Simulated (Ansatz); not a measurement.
**Si2NH6F (SMILES F[SiH2]N[SiH3]) at wB97X/cc-pVDZ**

What is the vertical singlet–triplet gap of Si2NH6F at wB97X/cc-pVDZ? 

Program for the calculation: Ansatz 0.2.0.

69 further runs of the same task are left out: 69 set aside as unsound or not needed.

## (1) The structure to begin with

Si2NH6F: 10 atoms, total charge 0, spin state singlet. SMILES: `F[SiH2]N[SiH3]`. Geometry: relaxed at PBE0-D4/def2-TZVP. This is one conformer, not always the lowest.

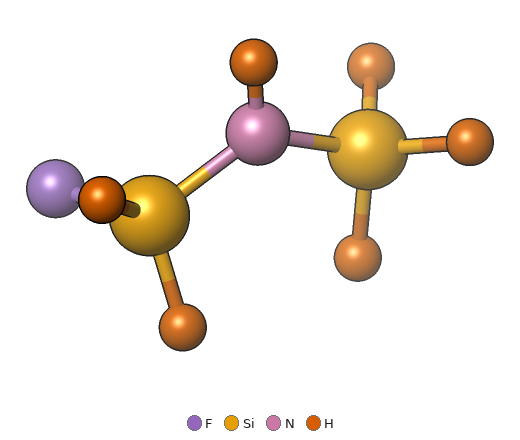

Viewed from a chosen angle; fluorine purple, silicon amber, nitrogen pink, hydrogen orange.

## (2) A single-point energy at wB97X/cc-pVDZ

Input file input.yaml:

```yaml
crystal:
  periodic: [false, false, false]
  atoms:
    - {symbol: F, position_ang: [-1.561500, 0.994300, -1.776700]}
    - {symbol: Si, position_ang: [-0.375000, 1.301800, -0.745900]}
    - {symbol: N, position_ang: [0.514800, -0.094800, -0.335900]}
    - {symbol: Si, position_ang: [0.194800, -1.236100, 0.928700]}
    - {symbol: H, position_ang: [0.517200, 2.267200, -1.426700]}
    - {symbol: H, position_ang: [-1.010100, 1.839400, 0.475900]}
    - {symbol: H, position_ang: [1.264300, -0.336200, -0.970000]}
    - {symbol: H, position_ang: [1.391500, -1.422100, 1.791600]}
    - {symbol: H, position_ang: [-0.186300, -2.569800, 0.392000]}
    - {symbol: H, position_ang: [-0.924400, -0.683300, 1.730300]}
basis:
  gaussian:
    orbitals: cc-pVDZ
hamiltonian:
  xc: {name: wB97X}
accuracy: high
output: {orbitals: {seedname: orbitals}}
```

Launch:

```
$ ansatz run input.yaml --threads 1 --pin off --max-ram 3480MiB --events-out events.jsonl --progress --plain --runs-dir runs
```

The program printed:

```text
Warning: RAYON_NUM_THREADS=1 ignored (pool sized by the plan → 1); use --threads N
Functional definition: wB97X
  name "wB97X"
  parameter omega = 0.3/bohr
  parameter cx = 0.157706
  parameter cx1 = 0.726479
  parameter cx2 = 1.04760
  parameter cx3 = -5.70635
  parameter cx4 = 13.2794
  parameter css1 = -4.33879
  parameter css2 = 18.2308
  parameter css3 = -31.7430
  parameter css4 = 17.2901
  parameter cos1 = 2.37031
  parameter cos2 = -11.3995
  parameter cos3 = 6.58405
  parameter cos4 = -3.78132
  exchange = spin_sum(e_x_unif_sr(omega)*poly(b97_u_x, 1 - cx, cx1, cx2, cx3, cx4)) + cx*exact_x_sr(omega)
      + exact_x_lr(omega)
  correlation = spin_sum(e_c_pw_same_spin*poly(b97_u_same, 1, css1, css2, css3, css4))
      + integral(e_c_pw_opposite_spin*poly(b97_u_opposite, 1, cos1, cos2, cos3, cos4))
2240 factors; integrals over basis functions are off by at most 3.7e-9 eV
421 factors; integrals over basis functions are off by at most 2.3e-9 eV
mean field evaluation 1: about -20056.6563 eV, gradient 4.8e1 eV
mean field evaluation 2: about -20056.7857 eV, gradient 4.8e1 eV
mean field evaluation 4: about -20060.8369 eV, gradient 6.8e-1 eV
mean field evaluation 8: about -20060.9419 eV, gradient 6.9e-2 eV
mean field evaluation 16: about -20060.9419 eV, gradient 1.7e-5 eV
mean field -20060.94192558 eV, -737.2260179703 hartree, gradient 2.6e-8 eV, S^2 0.000000; 0 other end points of the search recorded, 0 dependent functions left out
reference -20060.94192217 eV, -737.2260178448 hartree; 25, 25 occupied and 69, 69 virtual orbitals, 2240 factors
Total energy: -20060.94192217 eV, -737.2260178448 hartree
```

It took 23 s on 1 thread of Intel Xeon Platinum 8488C (Sapphire Rapids), shared host; peak memory 0.61 GiB.

## (3) The triplet, same level

Edit input.yaml of step 2 so:

```diff
@@ -16,2 +16,5 @@
     orbitals: cc-pVDZ
+magnetization:
+  spin_polarized: true
+  initial_magnetization: 2
 hamiltonian:
@@ -19,2 +22,3 @@
 accuracy: high
-output: {orbitals: {seedname: orbitals}}
+output:
+  orbitals: {seedname: orbitals}
```

Launch:

```
$ ansatz run input.yaml --threads 1 --pin off --max-ram 3480MiB --events-out events.jsonl --progress --plain --runs-dir runs
```

The program printed:

```text
Warning: RAYON_NUM_THREADS=1 ignored (pool sized by the plan → 1); use --threads N
[... 17 set-up lines as earlier in the session ...]
      + exact_x_lr(omega)
[... 1 set-up line as earlier in the session ...]
      + integral(e_c_pw_opposite_spin*poly(b97_u_opposite, 1, cos1, cos2, cos3, cos4))
2240 factors; integrals over basis functions are off by at most 3.7e-9 eV
421 factors; integrals over basis functions are off by at most 2.3e-9 eV
mean field evaluation 1: about -20049.8670 eV, gradient 3.0e1 eV
mean field evaluation 2: about -20049.6325 eV, gradient 3.3e1 eV
mean field evaluation 4: about -20053.7439 eV, gradient 1.1e0 eV
mean field evaluation 8: about -20053.9125 eV, gradient 2.3e-1 eV
mean field evaluation 16: about -20053.9184 eV, gradient 1.9e-2 eV
mean field evaluation 32: about -20053.9185 eV, gradient 1.9e-5 eV
mean field -20053.91849642 eV, -736.9679117091 hartree, gradient 6.7e-8 eV, S^2 2.007556; 4 other end points of the search recorded, 0 dependent functions left out
reference -20053.91849374 eV, -736.9679116109 hartree; 26, 24 occupied and 68, 70 virtual orbitals, 2240 factors
Total energy: -20053.91849374 eV, -736.9679116109 hartree
```

Wall time 74 s (1 thread of Intel Xeon Platinum 8488C (Sapphire Rapids), shared host); peak memory 1 GiB.

## (4) Summary of results

Level: wB97X/cc-pVDZ.

| quantity | value |
| --- | --- |
| singlet: total energy | -737.22602 Eh |
| singlet: HOMO energy | -10.32 eV |
| singlet: LUMO energy | 2.66 eV |
| singlet: HOMO–LUMO gap | 12.98 eV |
| triplet: total energy | -736.96791 Eh |
| triplet: HOMO energy (highest over α and β) | -3.30 eV |
| triplet: ⟨S²⟩ | 2.008 |
| vertical energy of the triplet above the singlet | 7.023 eV |

At this shape the triplet lies 7.02 eV (678 kJ/mol) above the singlet.
